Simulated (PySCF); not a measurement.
System: C2H6OSSi (charge −1, doublet).

```xyz
11

C     1.7606    0.0818   -0.1953
C     0.8896   -0.5068    0.8883
O     0.9067   -0.1340    2.0828
S    -0.4888   -1.4228    0.1849
Si   -2.0076    0.0432   -0.3041
H     1.9972   -0.6757   -0.9444
H     1.2528    0.9114   -0.7077
H     2.6823    0.4639    0.2454
H    -1.3022    1.0961   -1.0451
H    -3.1031   -0.4042   -1.1678
H    -2.5822    0.5497    0.9370
```

Geometry: GFN2-xTB.

Theory: UKS B3LYP, pcH-1 on C H O S Si, non-relativistic, mean-field spin-orbit, GIAO in PySCF.

> Predict the electron density, electron localisation function and spin density between the atoms.

C–C (1.51 Å): ρ at the midpoint is about 1.7 e/Å³; the ELF peaks at about 0.95 between the atoms; localised, covalent bonding.
C–S (1.80 Å): the density is about 1.2 e/Å³ at the midpoint; the ELF peaks at about 0.90 between the atoms, as expected for localised, covalent bonding.
C–H (1.09 Å): ρ is about 2 e/Å³ halfway; the ELF climbs to about 1 towards the hydrogen, as it does in any bond to H: an ordinary covalent bond to hydrogen.
The unpaired spin (1 electron) lies mostly on C2 (about 0.3), O3 (about 0.3), Si5 (about 0.2) and S4 (about 0.1), in electrons by Hirshfeld's partition.

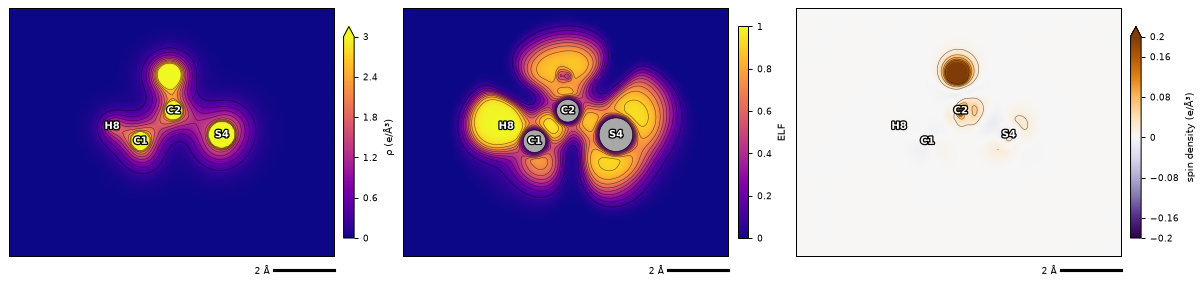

Computed electron density, electron localisation function and spin density on the plane of atoms C1, C2 and S4, in this order. Grey discs cover the atomic cores in the ELF map. 
